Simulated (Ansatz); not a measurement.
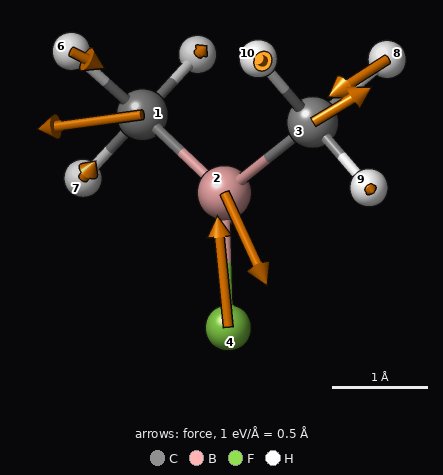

Starting geometry of C2H6BF (coarse preliminary run) with the computed forces as orange arrows. The picture is a ball-and-stick view, seen from a free direction.

The start comes from a force field.

Level of theory: Ansatz, RKS PBE-D4/def2-SVP. Set-up: force threshold 0.03 eV/Å; at most 200 steps.

Is this structure relaxed? If not, where do the atoms go?

It isn't relaxed: the largest force vector, on a C atom, is 2.54 eV/Å. The final displacements follow the starting forces only in part (cosine between the two patterns 0.52). After 5 geometry steps the energy has fallen by 27.2 kJ/mol. The largest force component goes from 2.1 to 0.01 eV/Å. The F atom moves most after the best rigid fit: 0.099 Å. Largest moves by element: F 0.099 Å, H 0.087 Å, C 0.076 Å, B 0.038 Å. Some distances before and after: B–F 1.423 → 1.348 Å, C–H 1.176 → 1.112 Å, B–C 1.528 → 1.575 Å, C–H 1.139 → 1.111 Å. Among the angles between lasting bonds that change: C–B–C 119.2° → 123.9°, C–B–F 122.2° → 118.1°, B–C–H 113.8° → 110.1°.
